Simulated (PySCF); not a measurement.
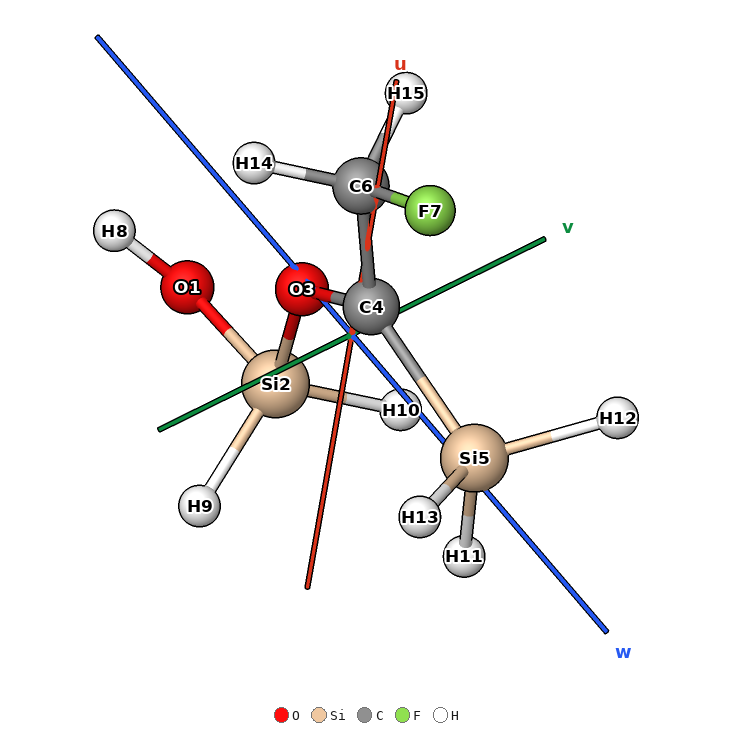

The lines u, v and w are the principal axes of the g tensor. State: neutral, doublet. The geometry was computed by an optimisation with GFN2-xTB. No frequency run is at hand to confirm it as a minimum. Level of theory: UKS B3LYP, pcH-1 on C F H O Si, non-relativistic, mean-field spin-orbit, GIAO (PySCF 2.14.0).

### Along which axis does g lie farthest from the free-electron value?

Along u (nearly parallel to the Si2–O3 bond): the shift is 1860 ppm.

Give the principal values and shifts.

```csv
axis,g,shift (ppm)
u,2.00418,1860
v,2.00211,−210
w,2.00334,1020
```

The geometry is semi-empirical. Around Si such bond lengths and angles can be off by a tenth of an ångström or more and by several degrees, and values that hang on the shape move with them.
